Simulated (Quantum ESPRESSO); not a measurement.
# Al(111), stepped through the number of layers, part 4 of 7

What law, if any, do the results for Al(111) follow against the number of layers?

Quantum ESPRESSO 7.5; plane-wave DFT, PBE, GBRV ultrasoft pseudopotentials.

So far. Step 5 (Self-consistent run, 4 layers): The vacuum levels are read from the outermost 0.7 Å of the cell on either side. Step 5 (Self-consistent run, 4 layers): Inside the slab this potential holds the local part of the pseudopotentials, which can be repulsive at the nuclei; only its value in the vacuum has a meaning of its own.

## 6. Relaxing the ions, 5 layers

System of this step: Al(111), 5 layers. The cell holds 5 atoms: 5 Al. Cell: a = 2.856 Å, b = 2.856 Å, c = 25.288 Å, α = 90.0°, β = 90.0°, γ = 60.0°. It derives from Al. Vacuum lies along c.

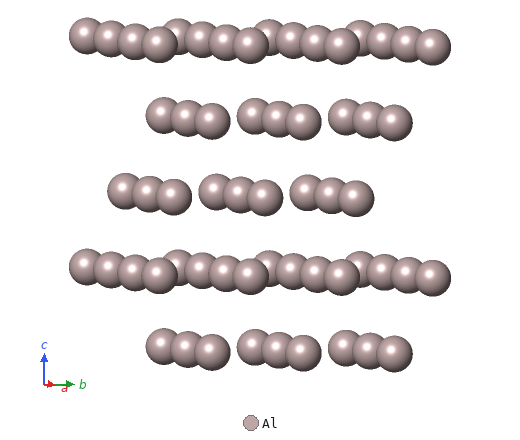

The cell of this step (aluminium light grey). 3×3×1 cells are drawn. Some periodic images of atoms are drawn too.

Contents of m1.relax.in:

```
&control
  prefix = 'm1.relax'
  outdir = './out'
  pseudo_dir = './pseudo'
  nstep = 40
  forc_conv_thr = 0.001
  calculation = 'relax'
/
&system
  ibrav = 0
  nat = 5
  ntyp = 1
  ecutwfc = 40
  ecutrho = 200
  occupations = 'smearing'
  smearing = 'mv'
  degauss = 0.02
/
&electrons
  conv_thr = 1e-08
  mixing_beta = 0.4
  electron_maxstep = 120
  mixing_mode = 'local-TF'
/
&ions
/
ATOMIC_SPECIES
  Al  26.9815  al_pbe_v1.uspp.F.UPF
CELL_PARAMETERS angstrom
  2.85639291368519 0.00000000000000 0.00000000000000
  1.42819645684260 2.47370882644123 0.00000000000000
  0.00000000000000 0.00000000000000 25.28765465247514
ATOMIC_POSITIONS crystal
  Al  0.666666666700 0.666666666700 0.315543586002
  Al  0.000000000000 0.000000000000 0.407771793001
  Al  0.333333333300 0.333333333300 0.500000000000 0 0 0
  Al  0.666666666700 0.666666666700 0.592228206999
  Al  0.000000000000 0.000000000000 0.684456413998
K_POINTS automatic
  12 12 1 0 0 0
```

Launch:

```
> OMP_NUM_THREADS=1 mpirun -n 4 pw.x -nk 4 -in m1.relax.in > m1.relax.out
```

Log:

```text
[banner, memory and clock lines left out]
Program PWSCF v.7.5 starts
[...]
Message from routine setup:
[...]
number of electrons       =        15.00
     number of Kohn-Sham states=           12
     kinetic-energy cutoff     =      40.0000  Ry
     charge density cutoff     =     200.0000  Ry
[...]
number of k points=    19  Marzari-Vanderbilt smearing, width (Ry)=  0.0200
[...]
Dense  grid:    57395 G-vectors     FFT dimensions: (  27,  27, 216)
[...]
negative rho (up, down):  1.377E-04 0.000E+00
     Starting wfcs are   20 randomized atomic wfcs
[...]
negative rho (up, down):  2.567E-06 0.000E+00
[...]
estimated scf accuracy    <       0.36049695 Ry
[...]
negative rho (up, down):  5.961E-04 0.000E+00
[...]
estimated scf accuracy    <       0.22417069 Ry
[...]
estimated scf accuracy    <       0.01640935 Ry
[...]
negative rho (up, down):  9.368E-06 0.000E+00
[...]
estimated scf accuracy    <       0.01992436 Ry
[...]
estimated scf accuracy    <       0.00588751 Ry
[...]
estimated scf accuracy    <       0.00437321 Ry
[...]
negative rho (up, down):  6.208E-04 0.000E+00
[...]
estimated scf accuracy    <       0.00133166 Ry
[...]
negative rho (up, down):  6.104E-03 0.000E+00
[...]
estimated scf accuracy    <       0.00186924 Ry
[...]
negative rho (up, down):  8.485E-04 0.000E+00
[...]
estimated scf accuracy    <       0.00010895 Ry
[...]
negative rho (up, down):  2.827E-04 0.000E+00
[...]
estimated scf accuracy    <       0.00006095 Ry
[...]
negative rho (up, down):  1.636E-04 0.000E+00
[...]
estimated scf accuracy    <       0.00000122 Ry
[...]
negative rho (up, down):  1.581E-04 0.000E+00
[...]
estimated scf accuracy    <       0.00000077 Ry
[...]
negative rho (up, down):  1.584E-04 0.000E+00
[...]
estimated scf accuracy    <       0.00000011 Ry
[...]
negative rho (up, down):  1.598E-04 0.000E+00
[...]
estimated scf accuracy    <       0.00000001 Ry
[...]
negative rho (up, down):  1.598E-04 0.000E+00
[...]
the Fermi energy is     1.4938 ev
!    total energy              =     -33.48660999 Ry
     estimated scf accuracy    <          2.1E-09 Ry
     smearing contrib. (-TS)   =      -0.00033834 Ry
     internal energy E=F+TS    =     -33.48627164 Ry
[...]
one-electron contribution =    -246.27802509 Ry
     hartree contribution      =     127.09296834 Ry
     xc contribution           =     -21.30550097 Ry
     ewald contribution        =     107.00428607 Ry
     convergence has been achieved in  15 iterations
     negative rho (up, down):  1.598E-04 0.000E+00
[...]
Total force =     0.006462     Total SCF correction =     0.000077
[...]
negative rho (up, down):  1.597E-04 0.000E+00
[...]
negative rho (up, down):  1.599E-04 0.000E+00
[...]
estimated scf accuracy    <       0.00000527 Ry
[...]
negative rho (up, down):  1.608E-04 0.000E+00
[...]
estimated scf accuracy    <       0.00000245 Ry
[...]
negative rho (up, down):  1.607E-04 0.000E+00
[...]
estimated scf accuracy    <       0.00000009 Ry
[...]
negative rho (up, down):  1.609E-04 0.000E+00
[...]
estimated scf accuracy    <       0.00000002 Ry
[...]
negative rho (up, down):  1.597E-04 0.000E+00
[...]
the Fermi energy is     1.4950 ev
!    total energy              =     -33.48664884 Ry
     estimated scf accuracy    <          8.9E-09 Ry
     smearing contrib. (-TS)   =      -0.00032432 Ry
     internal energy E=F+TS    =     -33.48632452 Ry
[...]
one-electron contribution =    -246.20728532 Ry
     hartree contribution      =     127.05791343 Ry
     xc contribution           =     -21.30466445 Ry
     ewald contribution        =     106.96771182 Ry
     convergence has been achieved in   5 iterations
     negative rho (up, down):  1.597E-04 0.000E+00
[...]
Total force =     0.005580     Total SCF correction =     0.000141
[...]
WARNING: bfgs curvature condition failed, Theta= 0.927
[...]
negative rho (up, down):  1.596E-04 0.000E+00
[...]
negative rho (up, down):  1.598E-04 0.000E+00
[...]
estimated scf accuracy    <       0.00000429 Ry
[...]
negative rho (up, down):  1.609E-04 0.000E+00
[...]
estimated scf accuracy    <       0.00000199 Ry
[...]
negative rho (up, down):  1.607E-04 0.000E+00
[...]
estimated scf accuracy    <       0.00000006 Ry
[...]
negative rho (up, down):  1.608E-04 0.000E+00
[...]
estimated scf accuracy    <       0.00000001 Ry
[...]
negative rho (up, down):  1.607E-04 0.000E+00
[...]
estimated scf accuracy    <          3.5E-09 Ry
[...]
negative rho (up, down):  1.605E-04 0.000E+00
[...]
estimated scf accuracy    <          8.3E-10 Ry
[...]
negative rho (up, down):  1.601E-04 0.000E+00
[...]
estimated scf accuracy    <          5.8E-10 Ry
[...]
negative rho (up, down):  1.600E-04 0.000E+00
[...]
estimated scf accuracy    <          2.3E-10 Ry
[...]
negative rho (up, down):  1.596E-04 0.000E+00
[...]
the Fermi energy is     1.4958 ev
!    total energy              =     -33.48668412 Ry
     estimated scf accuracy    <          6.3E-11 Ry
     smearing contrib. (-TS)   =      -0.00030926 Ry
     internal energy E=F+TS    =     -33.48637486 Ry
[...]
one-electron contribution =    -246.12454813 Ry
     hartree contribution      =     127.01655175 Ry
     xc contribution           =     -21.30375951 Ry
     ewald contribution        =     106.92538103 Ry
     convergence has been achieved in   9 iterations
     negative rho (up, down):  1.596E-04 0.000E+00
[...]
Total force =     0.004646     Total SCF correction =     0.000009
[...]
negative rho (up, down):  1.595E-04 0.000E+00
[...]
negative rho (up, down):  1.590E-04 0.000E+00
[...]
estimated scf accuracy    <       0.00001492 Ry
[...]
negative rho (up, down):  1.590E-04 0.000E+00
[...]
estimated scf accuracy    <       0.00000681 Ry
[...]
negative rho (up, down):  1.591E-04 0.000E+00
[...]
estimated scf accuracy    <       0.00000022 Ry
[...]
negative rho (up, down):  1.594E-04 0.000E+00
[...]
estimated scf accuracy    <       0.00000003 Ry
[...]
negative rho (up, down):  1.593E-04 0.000E+00
[...]
estimated scf accuracy    <       0.00000003 Ry
[...]
negative rho (up, down):  1.593E-04 0.000E+00
[...]
estimated scf accuracy    <          8.0E-10 Ry
[...]
negative rho (up, down):  1.594E-04 0.000E+00
[...]
estimated scf accuracy    <          7.8E-10 Ry
[...]
negative rho (up, down):  1.594E-04 0.000E+00
[...]
estimated scf accuracy    <          3.6E-10 Ry
[...]
negative rho (up, down):  1.595E-04 0.000E+00
[...]
the Fermi energy is     1.4970 ev
!    total energy              =     -33.48672407 Ry
     estimated scf accuracy    <          6.5E-11 Ry
     smearing contrib. (-TS)   =      -0.00028715 Ry
     internal energy E=F+TS    =     -33.48643692 Ry
[...]
one-electron contribution =    -245.99380125 Ry
     hartree contribution      =     126.95172378 Ry
     xc contribution           =     -21.30241294 Ry
     ewald contribution        =     106.85805349 Ry
     convergence has been achieved in   9 iterations
     negative rho (up, down):  1.595E-04 0.000E+00
[...]
Total force =     0.003372     Total SCF correction =     0.000012
[...]
negative rho (up, down):  1.593E-04 0.000E+00
[...]
negative rho (up, down):  1.576E-04 0.000E+00
[...]
estimated scf accuracy    <       0.00001983 Ry
[...]
negative rho (up, down):  1.574E-04 0.000E+00
[...]
estimated scf accuracy    <       0.00001233 Ry
[...]
negative rho (up, down):  1.581E-04 0.000E+00
[...]
estimated scf accuracy    <       0.00000044 Ry
[...]
negative rho (up, down):  1.598E-04 0.000E+00
[...]
estimated scf accuracy    <       0.00000029 Ry
[...]
negative rho (up, down):  1.595E-04 0.000E+00
[...]
estimated scf accuracy    <       0.00000009 Ry
[...]
negative rho (up, down):  1.597E-04 0.000E+00
[...]
estimated scf accuracy    <       0.00000001 Ry
[...]
negative rho (up, down):  1.599E-04 0.000E+00
[...]
estimated scf accuracy    <          9.8E-09 Ry
[...]
negative rho (up, down):  1.598E-04 0.000E+00
[...]
estimated scf accuracy    <          1.4E-09 Ry
[...]
negative rho (up, down):  1.595E-04 0.000E+00
[...]
estimated scf accuracy    <          5.3E-10 Ry
[...]
negative rho (up, down):  1.592E-04 0.000E+00
[...]
the Fermi energy is     1.4988 ev
!    total energy              =     -33.48675954 Ry
     estimated scf accuracy    <          1.2E-11 Ry
     smearing contrib. (-TS)   =      -0.00025495 Ry
     internal energy E=F+TS    =     -33.48650459 Ry
[...]
one-electron contribution =    -245.78342965 Ry
     hartree contribution      =     126.84722540 Ry
     xc contribution           =     -21.30041561 Ry
     ewald contribution        =     106.75011528 Ry
     convergence has been achieved in  10 iterations
     negative rho (up, down):  1.592E-04 0.000E+00
[...]
Total force =     0.001834     Total SCF correction =     0.000003
[...]
negative rho (up, down):  1.590E-04 0.000E+00
[...]
negative rho (up, down):  1.584E-04 0.000E+00
[...]
estimated scf accuracy    <       0.00001834 Ry
[...]
negative rho (up, down):  1.586E-04 0.000E+00
[...]
estimated scf accuracy    <       0.00000880 Ry
[...]
negative rho (up, down):  1.587E-04 0.000E+00
[...]
estimated scf accuracy    <       0.00000032 Ry
[...]
negative rho (up, down):  1.594E-04 0.000E+00
[...]
estimated scf accuracy    <       0.00000003 Ry
[...]
negative rho (up, down):  1.592E-04 0.000E+00
[...]
estimated scf accuracy    <       0.00000005 Ry
[...]
negative rho (up, down):  1.593E-04 0.000E+00
[...]
estimated scf accuracy    <          5.3E-10 Ry
[...]
negative rho (up, down):  1.593E-04 0.000E+00
[...]
estimated scf accuracy    <          1.2E-10 Ry
[...]
negative rho (up, down):  1.592E-04 0.000E+00
[...]
estimated scf accuracy    <          1.2E-10 Ry
[...]
negative rho (up, down):  1.589E-04 0.000E+00
[...]
the Fermi energy is     1.5003 ev
!    total energy              =     -33.48677180 Ry
     estimated scf accuracy    <          1.4E-11 Ry
     smearing contrib. (-TS)   =      -0.00022510 Ry
     internal energy E=F+TS    =     -33.48654670 Ry
[...]
one-electron contribution =    -245.55249571 Ry
     hartree contribution      =     126.73237789 Ry
     xc contribution           =     -21.29846796 Ry
     ewald contribution        =     106.63203908 Ry
     convergence has been achieved in   9 iterations
     negative rho (up, down):  1.589E-04 0.000E+00
[...]
Total force =     0.001502     Total SCF correction =     0.000005
[...]
```

Run time: 57 s. Hardware: 4 MPI ranks of Arm Neoverse V1, shared host; peak memory 0.37 GiB; 3.8 min of CPU time.

Step by step:

| step | energy less that of the first step (eV) | largest force (eV/Å) |
| --- | --- | --- |
| 1 | 0.0000 | 0.0880 |
| 2 | -0.0005 | 0.0784 |
| 3 | -0.0010 | 0.0682 |
| 4 | -0.0016 | 0.0537 |
| 5 | -0.0020 | 0.0333 |
| 6 | -0.0022 | 0.0225 |

The atoms that moved most (Å):

| atom | dx | dy | dz | length |
| --- | --- | --- | --- | --- |
| Al1 | 0.000 | 0.000 | -0.016 | 0.016 |
| Al5 | 0.000 | 0.000 | 0.016 | 0.016 |
| Al4 | 0.000 | 0.000 | -0.011 | 0.011 |
| Al2 | 0.000 | 0.000 | 0.011 | 0.011 |

The relaxed structure:

```cif
data_structure
_symmetry_space_group_name_H-M 'P 1'
_symmetry_Int_Tables_number 1
_cell_length_a 2.8564
_cell_length_b 2.8564
_cell_length_c 25.2877
_cell_angle_alpha 90.000
_cell_angle_beta 90.000
_cell_angle_gamma 60.000
_cell_volume 178.68
loop_
_atom_site_label
_atom_site_type_symbol
_atom_site_fract_x
_atom_site_fract_y
_atom_site_fract_z
_atom_site_occupancy
Al1 Al 0.66667 0.66667 0.31492 1
Al2 Al 0.00000 0.00000 0.40820 1
Al3 Al 0.33333 0.33333 0.50000 1
Al4 Al 0.66667 0.66667 0.59180 1
Al5 Al 0.00000 0.00000 0.68508 1
```

 On the free atoms the largest force ends at 0.022 eV/Å.

This step gave:

```
free energy  : -455.6107 eV
Fermi energy : 1.500 eV
```

## 7. Ground state, 5 layers

Contents of m1.esm.in:

```
&control
  prefix = 'm1.esm'
  outdir = './out'
  pseudo_dir = './pseudo'
  calculation = 'scf'
  tprnfor = .true.
/
&system
  ibrav = 0
  nat = 5
  ntyp = 1
  ecutwfc = 40
  ecutrho = 200
  occupations = 'smearing'
  smearing = 'mv'
  degauss = 0.02
  assume_isolated = 'esm'
  esm_bc = 'bc1'
/
&electrons
  conv_thr = 1e-08
  mixing_beta = 0.25
  electron_maxstep = 160
  mixing_mode = 'local-TF'
  mixing_ndim = 12
/
ATOMIC_SPECIES
  Al  26.9815  al_pbe_v1.uspp.F.UPF
CELL_PARAMETERS angstrom
  2.85639291368519 0.00000000000000 0.00000000000000
  1.42819645684260 2.47370882644123 0.00000000000000
  0.00000000000000 0.00000000000000 25.28765465247514
ATOMIC_POSITIONS crystal
  Al  0.666666666700 0.666666666700 -0.185076019300
  Al  0.000000000000 0.000000000000 -0.091802148200
  Al  0.333333333300 0.333333333300 0.000000000000
  Al  0.666666666700 0.666666666700 0.091802148200
  Al  0.000000000000 0.000000000000 0.185076019300
K_POINTS automatic
  12 12 1 0 0 0
```

Launch:

```
> OMP_NUM_THREADS=1 mpirun -n 4 pw.x -nk 4 -in m1.esm.in > m1.esm.out
```

Log:

```text
[banner, memory and clock lines left out]
Program PWSCF v.7.5 starts
[...]
Message from routine setup:
[...]
number of electrons       =        15.00
     number of Kohn-Sham states=           12
     kinetic-energy cutoff     =      40.0000  Ry
     charge density cutoff     =     200.0000  Ry
[...]
number of k points=    19  Marzari-Vanderbilt smearing, width (Ry)=  0.0200
[...]
Dense  grid:    57395 G-vectors     FFT dimensions: (  27,  27, 216)
[...]
negative rho (up, down):  1.368E-04 0.000E+00
     Starting wfcs are   20 randomized atomic wfcs
[...]
negative rho (up, down):  1.743E-05 0.000E+00
[...]
estimated scf accuracy    <       0.21880475 Ry
[...]
negative rho (up, down):  5.619E-04 0.000E+00
[...]
estimated scf accuracy    <       0.24188921 Ry
[...]
negative rho (up, down):  2.610E-05 0.000E+00
[...]
estimated scf accuracy    <       0.32445696 Ry
[...]
estimated scf accuracy    <       0.01394049 Ry
[...]
estimated scf accuracy    <       0.01822132 Ry
[...]
estimated scf accuracy    <       0.03283475 Ry
[...]
estimated scf accuracy    <       0.02569222 Ry
[...]
negative rho (up, down):  9.431E-05 0.000E+00
[...]
estimated scf accuracy    <       0.01668988 Ry
[...]
negative rho (up, down):  1.949E-03 0.000E+00
[...]
estimated scf accuracy    <       0.00607911 Ry
[...]
negative rho (up, down):  4.071E-03 0.000E+00
[...]
estimated scf accuracy    <       0.00174218 Ry
[...]
negative rho (up, down):  3.061E-03 0.000E+00
[...]
estimated scf accuracy    <       0.00161056 Ry
[...]
negative rho (up, down):  3.080E-04 0.000E+00
[...]
estimated scf accuracy    <       0.00097810 Ry
[...]
negative rho (up, down):  1.838E-04 0.000E+00
[...]
estimated scf accuracy    <       0.00003437 Ry
[...]
negative rho (up, down):  1.837E-04 0.000E+00
[...]
estimated scf accuracy    <       0.00009811 Ry
[...]
negative rho (up, down):  1.814E-04 0.000E+00
[...]
estimated scf accuracy    <       0.00010611 Ry
[...]
negative rho (up, down):  1.503E-04 0.000E+00
[...]
estimated scf accuracy    <       0.00009431 Ry
[...]
negative rho (up, down):  1.587E-04 0.000E+00
[...]
estimated scf accuracy    <       0.00017159 Ry
[...]
negative rho (up, down):  1.536E-04 0.000E+00
[...]
estimated scf accuracy    <       0.00005414 Ry
[...]
negative rho (up, down):  1.576E-04 0.000E+00
[...]
estimated scf accuracy    <       0.00001234 Ry
[...]
negative rho (up, down):  1.559E-04 0.000E+00
[...]
estimated scf accuracy    <       0.00000046 Ry
[...]
negative rho (up, down):  1.599E-04 0.000E+00
[...]
estimated scf accuracy    <       0.00000263 Ry
[...]
negative rho (up, down):  1.588E-04 0.000E+00
[...]
estimated scf accuracy    <       0.00000475 Ry
[...]
negative rho (up, down):  1.606E-04 0.000E+00
[...]
estimated scf accuracy    <       0.00000609 Ry
[...]
negative rho (up, down):  1.574E-04 0.000E+00
[...]
estimated scf accuracy    <       0.00000657 Ry
[...]
negative rho (up, down):  1.467E-04 0.000E+00
[...]
estimated scf accuracy    <       0.00000515 Ry
[...]
negative rho (up, down):  1.542E-04 0.000E+00
[...]
estimated scf accuracy    <       0.00000359 Ry
[...]
negative rho (up, down):  1.584E-04 0.000E+00
[...]
estimated scf accuracy    <       0.00000138 Ry
[...]
negative rho (up, down):  1.586E-04 0.000E+00
[...]
estimated scf accuracy    <       0.00000045 Ry
[...]
negative rho (up, down):  1.585E-04 0.000E+00
[...]
estimated scf accuracy    <       0.00000041 Ry
[...]
negative rho (up, down):  1.597E-04 0.000E+00
[...]
estimated scf accuracy    <       0.00000044 Ry
[...]
negative rho (up, down):  1.602E-04 0.000E+00
[...]
estimated scf accuracy    <       0.00000003 Ry
[...]
negative rho (up, down):  1.600E-04 0.000E+00
[...]
estimated scf accuracy    <       0.00000008 Ry
[...]
negative rho (up, down):  1.600E-04 0.000E+00
[...]
estimated scf accuracy    <       0.00000006 Ry
[...]
negative rho (up, down):  1.590E-04 0.000E+00
[...]
estimated scf accuracy    <       0.00000006 Ry
[...]
negative rho (up, down):  1.594E-04 0.000E+00
[...]
estimated scf accuracy    <       0.00000003 Ry
[...]
negative rho (up, down):  1.594E-04 0.000E+00
[...]
estimated scf accuracy    <       0.00000004 Ry
[...]
negative rho (up, down):  1.588E-04 0.000E+00
[...]
estimated scf accuracy    <       0.00000006 Ry
[...]
negative rho (up, down):  1.593E-04 0.000E+00
[...]
estimated scf accuracy    <       0.00000011 Ry
[...]
negative rho (up, down):  1.590E-04 0.000E+00
[...]
estimated scf accuracy    <       0.00000009 Ry
[...]
negative rho (up, down):  1.587E-04 0.000E+00
[...]
estimated scf accuracy    <       0.00000007 Ry
[...]
negative rho (up, down):  1.586E-04 0.000E+00
[...]
estimated scf accuracy    <       0.00000006 Ry
[...]
negative rho (up, down):  1.590E-04 0.000E+00
[...]
estimated scf accuracy    <       0.00000008 Ry
[...]
negative rho (up, down):  1.589E-04 0.000E+00
[...]
the Fermi energy is    -4.1013 ev
!    total energy              =     -33.48677170 Ry
     estimated scf accuracy    <          8.5E-09 Ry
     smearing contrib. (-TS)   =      -0.00022517 Ry
     internal energy E=F+TS    =     -33.48654653 Ry
[...]
one-electron contribution =     835.90628271 Ry
     hartree contribution      =    -417.08381682 Ry
     xc contribution           =     -21.29847812 Ry
     ewald contribution        =    -431.01053430 Ry
     convergence has been achieved in  43 iterations
     negative rho (up, down):  1.589E-04 0.000E+00
[...]
Total force =     0.001503     Total SCF correction =     0.000131
[...]
```

The job ended after 51 s (4 MPI ranks; peak memory 0.37 GiB).

Numbers from this step:

| Property | Result |
| --- | --- |
| Fermi energy | -4.101 eV |
| vacuum line at the lower end of the cell, over the Fermi level | 4.101 eV |
| vacuum line at the upper end of the cell, over the Fermi level | 4.101 eV |

Inside the slab this potential holds the local part of the pseudopotentials, which can be repulsive at the nuclei; only its value in the vacuum has a meaning of its own.

(Continued in part 5 of 7.)

[Logs are printed without paths, hosts, clocks, repeated set-up lines and the standing remarks that a program may print on its own settings, such as how far it seeks lower states.]

[Hosts, paths, dates, database ids (printed as entryN), source tags and the programs' standing remarks are cut or masked in the printed files.]

[Maps of the electrostatic potential energy from Ansatz leave out the sawtooth potential of an applied field or a dipole correction, so their vacuum need not be flat; planar profiles and work functions include it.]
